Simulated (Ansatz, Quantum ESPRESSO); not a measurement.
# Hf (Im-3m): from the cell to the phonon bands, part 2 of 3

How does Hf (Im-3m) vibrate, and is this structure a minimum?

Quantum ESPRESSO 7.5; DFT LDA, scalar-relativistic, plane waves, PseudoDojo norm-conserving pseudopotentials.

So far. Step 2 (A first look): No gap opens on this mesh, so smearing is kept; the start stands at -14 GPa. Step 4 (Ground state): The cell stands at -0.0030 GPa, close enough for phonons. The relaxed cell has a = 3.428 Å (conventional setting).

This is not the structure that Hf takes at ambient pressure and room temperature (hexagonal, No. 194); it is a model or a phase of other conditions.

### Step 7. Linear response on the mesh

Linear response treats each wavevector in the unit cell, with no supercell; the 4×4×4 mesh fixes the range of the force constants to be had. The change of the potential is kept for the electron-phonon matrix elements.

ph.in reads:

```
phonons
 &inputph
    prefix='x',
    outdir='./tmp',
    fildyn='x.dyn',
    tr2_ph=1.0d-18,
    alpha_mix(1)=0.4,
    nmix_ph=8,
    ldisp=.true.,
    nq1=4,
    nq2=4,
    nq3=4,
    electron_phonon='interpolated',
    fildvscf='dvscf',
    el_ph_sigma=0.005,
    el_ph_nsigma=10,
 /
```

On the command line:

```
OMP_NUM_THREADS=1 mpirun -n 4 ph.x -nk 4 -in ph.in > ph.out
```

Numbers of over 12 decimals in the logs are rounded to 6 here.

Log:

```text
[banners, grids, parts of the stress and lines that vanish by symmetry left out]
[banner, memory and clock lines left out]
Program PHONON v.7.5

     ./tmp/x.save/

     IMPORTANT: XC functional enforced from input :
     Exchange-correlation= PW
                           (   1   4   0   0   0   0   0)
     Any further DFT definition will be discarded
     Please, verify this is what you really want

     G-vector sticks info

     Reading collected, re-writing distributed wavefunctions in ./tmp/

     Dynamical matrices for ( 4, 4, 4)  uniform grid of q-points
     (   8 q-points):
       N         xq(1)         xq(2)         xq(3)
       1   0.000000000   0.000000000   0.000000000
       2   0.000000000  -0.250000000   0.250000000
[...]
Number and degeneracy of irreps per q-point
       N         xq(1)         xq(2)         xq(3)   N irreps
       1   0.000000000   0.000000000   0.000000000       1
        3
       2   0.000000000  -0.250000000   0.250000000       3
     No degeneracy
[...]
No degeneracy
[...]
No degeneracy
[...]
1   2
[...]
No degeneracy
       7   0.500000000  -0.500000000   0.500000000       1
        3
       8   0.000000000   0.000000000  -1.000000000       1
        3

     Saving dvscf to file. Distribute only q points, not irreducible representations.

     Calculation of q =    0.0000000   0.0000000   0.0000000

     phonons

     bravais-lattice index     =            3
     lattice parameter (alat)  =       6.4773  a.u.
     unit-cell volume          =     135.8782 (a.u.)^3
     number of atoms/cell      =            1
     number of atomic types    =            1
     kinetic-energy cut-off    =      58.0000  Ry
     charge density cut-off    =     232.0000  Ry
     convergence threshold     =      1.0E-18
     beta                      =       0.4000
     number of iterations used =            8
     Exchange-correlation= PW
                           (   1   4   0   0   0   0   0)

     celldm(1)=    6.47729  celldm(2)=    0.00000  celldm(3)=    0.00000
     celldm(4)=    0.00000  celldm(5)=    0.00000  celldm(6)=    0.00000

     crystal axes: (cart. coord. in units of alat)
               a(1) = (  0.5000  0.5000  0.5000 )
               a(2) = ( -0.5000  0.5000  0.5000 )
               a(3) = ( -0.5000 -0.5000  0.5000 )

     reciprocal axes: (cart. coord. in units 2 pi/alat)
               b(1) = (  1.0000  0.0000  1.0000 )
               b(2) = ( -1.0000  1.0000  0.0000 )
               b(3) = (  0.0000 -1.0000  1.0000 )

     Atoms inside the unit cell:

     Cartesian axes

     site n.  atom      mass           positions (alat units)
        1  Hf    178.4900   tau(    1) = (    0.00000    0.00000    0.00000  )

     Computing dynamical matrix for
                    q = (   0.0000000   0.0000000   0.0000000 )

     49 Sym.Ops. (with q -> -q+G )

     G cutoff =  246.5556  (   8151 G-vectors)     FFT grid: ( 27, 27, 27)

     number of k points=    72  Marzari-Vanderbilt smearing, width (Ry)=  0.0200

     PseudoPot. # 1 for Hf read from file:
     ./pseudo/Hf.upf
     Pseudo is Norm-conserving + core correction, Zval = 12.0

     Mode symmetry, O_h (m-3m)  point group:

     Atomic displacements:
     There are    1 irreducible representations

     Representation     1      3 modes -  To be done

     Alpha used in Ewald sum =   2.4000

     Representation #   1 modes #   1   2   3

     Self-consistent Calculation
      thresh= 1.000E-02 alpha_mix =  0.400 |ddv_scf|^2 =  3.108E-06
      thresh= 1.763E-04 alpha_mix =  0.400 |ddv_scf|^2 =  3.731E-07
[...]
End of self-consistent calculation

     Convergence has been achieved

     Number of q in the star =    1
     List of q in the star:
[...]
Diagonalizing the dynamical matrix

     q = (    0.000000000   0.000000000   0.000000000 )

 **************************************************************************
     freq (    1) =      -0.001663 [THz] =      -0.055478 [cm-1]
     freq (    2) =      -0.001663 [THz] =      -0.055478 [cm-1]
     freq (    3) =      -0.001663 [THz] =      -0.055478 [cm-1]
 **************************************************************************

     Mode symmetry, O_h (m-3m)  point group:

     freq (   1-   3) =         -0.1  [cm-1]   --> T_1u G_15  G_4- I
     Electron-phonon interaction  ...

     [... narrower broadenings left out ...]
     Gaussian Broadening:   0.020 Ry, ngauss=   0
     DOS = 11.186710 states/spin/Ry/Unit Cell at Ef= 15.699569 eV
     lambda(    1)=  0.0000   gamma=    0.05 GHz
     lambda(    2)=  0.0000   gamma=    0.04 GHz
     lambda(    3)=  0.0000   gamma=    0.05 GHz
     [... wider broadenings left out ...]

     Number of q in the star =    1
     List of q in the star:
[...]
Calculation of q =    0.0000000  -0.2500000   0.2500000
     [... set-up and bands at k+q left out ...]

     Mode symmetry, C_2v (mm2)  point group:

     Atomic displacements:
     There are    3 irreducible representations

     Representation     1      1 modes -  To be done

[...]
Message from routine init_vloc:
     Interpolation table for Vloc re-allocated

     Alpha used in Ewald sum =   2.4000

     Representation #   1 mode #   1

     Self-consistent Calculation

[...]
[... iterations left out ...]
[...]
End of self-consistent calculation

     Convergence has been achieved

     Representation #   2 mode #   2

[...]
[... iterations left out ...]
[...]
Convergence has been achieved

[...]
Convergence has been achieved

[...]
Diagonalizing the dynamical matrix

     q = (    0.000000000  -0.250000000   0.250000000 )

[...]
freq (    1) =      -1.326478 [THz] =     -44.246531 [cm-1]
     freq (    2) =       1.586862 [THz] =      52.932032 [cm-1]
     freq (    3) =       2.944014 [THz] =      98.201742 [cm-1]
[...]
Mode symmetry, C_2v (mm2)  point group:

     freq (   1-   1) =        -44.2  [cm-1]   --> B_1  D_3  S_3
     freq (   2-   2) =         52.9  [cm-1]   --> B_2  D_4  S_4
     freq (   3-   3) =         98.2  [cm-1]   --> A_1  D_1  S_1
     Electron-phonon interaction  ...

     [... narrower broadenings left out ...]
     Gaussian Broadening:   0.020 Ry, ngauss=   0
     DOS = 11.186710 states/spin/Ry/Unit Cell at Ef= 15.699569 eV
     lambda(    1)= -0.7991   gamma=   15.02 GHz
     lambda(    2)=  0.5021   gamma=   13.51 GHz
     lambda(    3)=  0.2629   gamma=   24.34 GHz
     [... wider broadenings left out ...]

[...]
[... set-up and bands at k+q left out ...]

     Mode symmetry, D_2h (mmm)  point group:

[...]
Convergence has been achieved

[...]
Convergence has been achieved

[...]
Convergence has been achieved

[...]
q = (    0.000000000   0.500000000  -0.500000000 )

[...]
freq (    1) =      -2.455623 [THz] =     -81.910752 [cm-1]
     freq (    2) =       2.667642 [THz] =      88.982946 [cm-1]
     freq (    3) =       2.676080 [THz] =      89.264411 [cm-1]
[...]
Mode symmetry, D_2h (mmm)  point group:

     freq (   1-   1) =        -81.9  [cm-1]   --> B_2u
     freq (   2-   2) =         89.0  [cm-1]   --> B_1u
     freq (   3-   3) =         89.3  [cm-1]   --> B_3u
[...]
lambda(    1)= -0.5647   gamma=   36.38 GHz
     lambda(    2)=  0.4673   gamma=   35.52 GHz
     lambda(    3)=  0.7854   gamma=   60.08 GHz
[...]
Mode symmetry, C_s (m)     point group:

[...]
Convergence has been achieved

[...]
Convergence has been achieved

[...]
Convergence has been achieved

[...]
q = (   -0.250000000   0.750000000  -0.500000000 )

[...]
freq (    1) =      -1.485712 [THz] =     -49.558025 [cm-1]
     freq (    2) =       1.452634 [THz] =      48.454658 [cm-1]
     freq (    3) =       3.264933 [THz] =     108.906448 [cm-1]
[...]
Mode symmetry, C_s (m)     point group:

     freq (   1-   1) =        -49.6  [cm-1]   --> A'
     freq (   2-   2) =         48.5  [cm-1]   --> A''
     freq (   3-   3) =        108.9  [cm-1]   --> A'
[...]
lambda(    1)= -1.5241   gamma=   35.94 GHz
     lambda(    2)=  1.4176   gamma=   31.96 GHz
     lambda(    3)=  0.3198   gamma=   36.42 GHz
[...]
Mode symmetry, C_4v (4mm)  point group:

[...]
Convergence has been achieved

     Representation #   2 modes #   2   3

[...]
Convergence has been achieved

[...]
q = (    0.000000000   0.000000000   0.500000000 )

[...]
freq (    1) =       2.203721 [THz] =      73.508232 [cm-1]
     freq (    2) =       2.665866 [THz] =      88.923714 [cm-1]
     freq (    3) =       2.665866 [THz] =      88.923714 [cm-1]
[...]
Mode symmetry, C_4v (4mm)  point group:

     freq (   1-   1) =         73.5  [cm-1]   --> A_1  G_1 D_1
     freq (   2-   3) =         88.9  [cm-1]   --> E    G_5 D_5
[...]
lambda(    1)=  0.8949   gamma=   46.42 GHz
     lambda(    2)=  0.3280   gamma=   24.90 GHz
     lambda(    3)=  0.3293   gamma=   25.00 GHz
[...]
Mode symmetry, C_2v (mm2)  point group:

[...]
Convergence has been achieved

     Representation #   2 mode #   2

[...]
Convergence has been achieved

     Representation #   3 mode #   3

[...]
Convergence has been achieved

[...]
q = (    0.000000000   0.750000000  -0.250000000 )

[...]
freq (    1) =       2.827423 [THz] =      94.312672 [cm-1]
     freq (    2) =       3.419779 [THz] =     114.071561 [cm-1]
     freq (    3) =       3.471163 [THz] =     115.785524 [cm-1]
[...]
Mode symmetry, C_2v (mm2)  point group:

     freq (   1-   1) =         94.3  [cm-1]   --> A_1  D_1  S_1
     freq (   2-   2) =        114.1  [cm-1]   --> B_1  D_3  S_3
     freq (   3-   3) =        115.8  [cm-1]   --> B_2  D_4  S_4
[...]
lambda(    1)=  0.3580   gamma=   30.57 GHz
     lambda(    2)=  0.2352   gamma=   29.38 GHz
     lambda(    3)=  0.3530   gamma=   45.43 GHz
[...]
Calculation of q =    0.5000000  -0.5000000   0.5000000
     [... set-up and bands at k+q left out ...]

     Mode symmetry, T_d (-43m)  point group:

     Atomic displacements:
     There are    1 irreducible representations

     Representation     1      3 modes -  To be done

     Alpha used in Ewald sum =   2.4000

     Representation #   1 modes #   1   2   3

     Self-consistent Calculation

[...]
[... iterations left out ...]
[...]
End of self-consistent calculation

     Convergence has been achieved

[...]
Diagonalizing the dynamical matrix

     q = (    0.500000000  -0.500000000   0.500000000 )

[...]
freq (    1) =      -1.630626 [THz] =     -54.391813 [cm-1]
     freq (    2) =      -1.630626 [THz] =     -54.391813 [cm-1]
     freq (    3) =      -1.630626 [THz] =     -54.391813 [cm-1]
[...]
Mode symmetry, T_d (-43m)  point group:

     freq (   1-   3) =        -54.4  [cm-1]   --> T_2  G_15 P_4
     Electron-phonon interaction  ...

     [... narrower broadenings left out ...]
     Gaussian Broadening:   0.020 Ry, ngauss=   0
     DOS = 11.186710 states/spin/Ry/Unit Cell at Ef= 15.699569 eV
     lambda(    1)= -2.0217   gamma=   57.43 GHz
     lambda(    2)= -2.0339   gamma=   57.77 GHz
     lambda(    3)= -2.0084   gamma=   57.05 GHz
     [... wider broadenings left out ...]

[...]
Calculation of q =    0.0000000   0.0000000  -1.0000000
     [... set-up and bands at k+q left out ...]

     Mode symmetry, O_h (m-3m)  point group:

     Atomic displacements:
     There are    1 irreducible representations

     Representation     1      3 modes -  To be done

     Alpha used in Ewald sum =   2.4000

     Representation #   1 modes #   1   2   3

     Self-consistent Calculation

      thresh= 1.000E-02 alpha_mix =  0.400 |ddv_scf|^2 =  2.337E-05

      [... iterations left out ...]
      thresh= 1.163E-10 alpha_mix =  0.400 |ddv_scf|^2 =  6.438E-20

     End of self-consistent calculation

     Convergence has been achieved

     Number of q in the star =    1
     List of q in the star:
          1   0.000000000   0.000000000  -1.000000000

     Diagonalizing the dynamical matrix

     q = (    0.000000000   0.000000000  -1.000000000 )

 **************************************************************************
     freq (    1) =       4.076709 [THz] =     135.984382 [cm-1]
     freq (    2) =       4.076709 [THz] =     135.984382 [cm-1]
     freq (    3) =       4.076709 [THz] =     135.984382 [cm-1]
 **************************************************************************

     Mode symmetry, O_h (m-3m)  point group:

     freq (   1-   3) =        136.0  [cm-1]   --> T_1u G_15  G_4-
     Electron-phonon interaction  ...

     [... narrower broadenings left out ...]
     Gaussian Broadening:   0.020 Ry, ngauss=   0
     DOS = 11.186710 states/spin/Ry/Unit Cell at Ef= 15.699569 eV
     lambda(    1)=  0.2142   gamma=   38.03 GHz
     lambda(    2)=  0.2126   gamma=   37.74 GHz
     lambda(    3)=  0.2147   gamma=   38.11 GHz
     [... wider broadenings left out ...]

     Number of q in the star =    1
     List of q in the star:
          1   0.000000000   0.000000000  -1.000000000


[key lines of the parts left out:]
the Fermi energy is    15.6818 ev
```

Run time: 18 min. Hardware: 4 MPI ranks of Arm Neoverse V1, shared host.

This step gave:

- largest acoustic frequency at the zone centre before the sum rule: -0.06 cm⁻¹
- lowest mode on the q mesh (acoustic ones at the zone centre apart): -81.91 cm⁻¹

Frequencies (cm⁻¹) at each irreducible wavevector; negative means imaginary. Frequencies by wavevector:

```
  q (fractions)  star  mode 1  mode 2  mode 3
          0 0 0     1   -0.06   -0.06   -0.06
       0 0 0.25    12  -44.25   52.93    98.2
       0 0 -0.5     6  -81.91   88.98   89.26
    0 0.25 -0.5    24  -49.56   48.45   108.9
 0.25 0.25 0.25     6   73.51   88.92   88.92
 0.25 0.25 -0.5    12   94.31   114.1   115.8
0.25 -0.25 0.25     2  -54.39  -54.39  -54.39
 -0.5 -0.5 -0.5     1     136     136     136
```

Couplings of single modes at a Gaussian broadening of 0.02 Ry, as ph.x prints them; it sets λ to zero for modes under 20 cm⁻¹. Mode couplings:

```
 q (fractions)  mode  frequency (cm⁻¹)       λ  linewidth γ (GHz)
      0 0 0.25     2             52.93  0.5021              13.51
      0 0 0.25     3              98.2  0.2629              24.34
      0 0 -0.5     2             88.98  0.4673              35.52
      0 0 -0.5     3             89.26  0.7854              60.08
   0 0.25 -0.5     2             48.45   1.418              31.96
   0 0.25 -0.5     3             108.9  0.3198              36.42
0.25 0.25 0.25     1             73.51  0.8949              46.42
0.25 0.25 0.25     2             88.92   0.328               24.9
0.25 0.25 0.25     3             88.92  0.3293                 25
0.25 0.25 -0.5     1             94.31   0.358              30.57
0.25 0.25 -0.5     2             114.1  0.2352              29.38
0.25 0.25 -0.5     3             115.8   0.353              45.43
-0.5 -0.5 -0.5     1               136  0.2142              38.03
-0.5 -0.5 -0.5     2               136  0.2126              37.74
-0.5 -0.5 -0.5     3               136  0.2147              38.11
```

The acoustic modes at Γ come out as far as 0.1 cm⁻¹ from zero, where they should vanish, a small numerical error.

### Step 8. Force constants in real space

The dynamical matrices of the mesh are Fourier-transformed to force constants in real space.

q2r.in reads:

```
 &input
    fildyn='x.dyn',
    zasr='crystal',
    flfrc='x.fc',
    la2F=.true.,
 /
```

On the command line:

```
q2r.x < q2r.in > q2r.out
```

Log:

```text
[banners, grids, parts of the stress and lines that vanish by symmetry left out]
[banner, memory and clock lines left out]
Program Q2R v.7.5

  reading grid info from file x.dyn0

  reading force constants from file x.dyn1
  Dielectric Tensor not found
  nqs=            1
 q=   0.00000000  0.00000000  0.00000000
  reading force constants from file x.dyn2
  nqs=           12
 q=   0.00000000 -0.25000000  0.25000000
[...]
reading force constants from file x.dyn7
  nqs=            2
[...]
q=   0.50000000 -0.50000000 -0.50000000
  reading force constants from file x.dyn8
  nqs=            1
 q=   0.00000000  0.00000000 -1.00000000

      q-space grid ok, #points =   64

      fft-check success (sum of imaginary terms < 10^-12)

   Preparing gamma for a2F

 Broadening =      0.005
      q-space grid ok, #points =   64

      fft-check success (sum of imaginary terms < 10^-12)

 Broadening =      0.010
[...]
Broadening =      0.045
      q-space grid ok, #points =   64

      fft-check success (sum of imaginary terms < 10^-12)

 Broadening =      0.050
      q-space grid ok, #points =   64

      fft-check success (sum of imaginary terms < 10^-12)
```

The job ended after 0.47 s (1 thread).

### Step 9. Interpolated phonon bands

From the force constants any wavevector is cheap; points of the mesh come back as solved, but for the sum rule and, in polar crystals, the LO-TO term at Γ; the rest is interpolation.

matdyn.in reads:

```
 &input
    asr='crystal',
    flfrc='x.fc',
    flfrq='x.freq',
    flvec='x.modes',
    q_in_band_form=.true.,
    q_in_cryst_coord=.true.,
 /
8
  0.0000000   0.0000000   0.0000000  12  ! GAMMA
  0.5000000   0.5000000  -0.5000000  12  ! H
  0.5000000  -0.0000000  -0.5000000  12  ! N
  0.0000000   0.0000000   0.0000000  12  ! GAMMA
  0.7500000   0.2500000  -0.2500000  12  ! P
  0.5000000   0.5000000  -0.5000000   1  ! H
  0.7500000   0.2500000  -0.2500000  12  ! P
  0.5000000  -0.0000000  -0.5000000   1  ! N
```

On the command line:

```
matdyn.x -in matdyn.in > matdyn.out
```

Log:

```text
[banner, memory and clock lines left out]
Program MATDYN v.7.5

 mass for atomic type   1 not given; uses mass from file x.fc
 Norm of the difference between old and new effective charges:    0.000000

 Norm of the difference between old and new force-constants:   8.66025e-09

     Message from routine matdyn:
     Z* not found in file x.fc, TO-LO splitting at q=0 will be absent!
     Message from routine matdyn:
     Z* not found in file x.fc, TO-LO splitting at q=0 will be absent!

Note: The following floating-point exceptions are signalling: IEEE_UNDERFLOW_FLAG
```

Run time: 0.46 s. Hardware: 1 thread.

Numbers from this step:

| Property | Result |
| --- | --- |
| lowest frequency on the path | -83.95 cm⁻¹ |

Matdyn.x, sum rule crystal. Phonon branches along the path, in cm⁻¹:

```
    point  branch 1  branch 2  branch 3
        Γ         0         0         0
        H       136       136       136
        N       -82        89        89
        Γ         0         0         0
        P       -54       -54       -54
        H       136       136       136
jump to P       -54       -54       -54
        N       -82        89        89
```

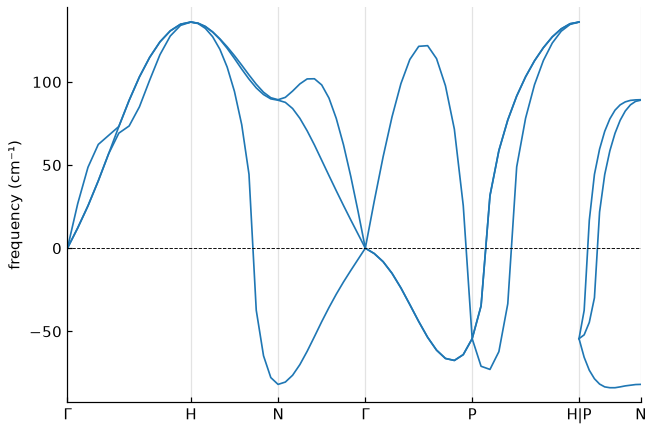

Phonon branches along the path.

Lowest modes at the softest wavevector of the mesh; phase exp(i q.(R + tau)). Modes at q = (0.000, 0.000, 0.500) (negative means imaginary):

```
mode  frequency (cm⁻¹)
   1             -81.9
   2              89.0
   3              89.3
```

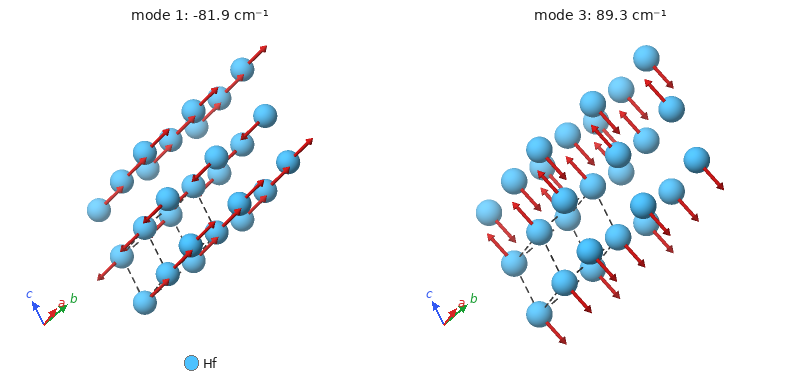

Displacement patterns of modes 1 and 3 at q = (0.000, 0.000, 0.500); arrows are exaggerated. 2×2×2 cells are drawn. The axes are those of the cell as run, not the conventional ones. Some periodic images of atoms are drawn too.

Force constants by pair (phonopy on the run's constants); pairs near half the supercell's span include their periodic images. Pair force constants, by row:

```
atom  neighbour  distance (Å)  third of the trace (eV/Å²)  along the pair's line (eV/Å²)
 Hf1     itself             0                       3.596                              –
 Hf1         Hf         2.968                     -0.6989                          -2.12
 Hf1         Hf         3.428                      0.6376                          1.045
 Hf1         Hf         4.847                     -0.0789                        -0.4771
 Hf1         Hf         5.684                     -0.0199                        -0.0793
 Hf1         Hf         5.937                      0.0033                         0.0874
 Hf1         Hf         6.855                     -0.1953                         -0.385
```

Mode patterns, pair constants, displacements and means over the zone were worked out by phonopy from the force constants of q2r.x.

The path dips to 84i cm⁻¹.

(Continued in part 3 of 3.)

[Host names and launcher messages were left out of these logs when they were recorded.]

[Logs are printed without paths, hosts, clocks, repeated set-up lines and the standing remarks that a program may print on its own settings, such as how far it seeks lower states.]

[Hosts, paths, dates, database ids (printed as entryN), source tags and the programs' standing remarks are cut or masked in the printed files.]
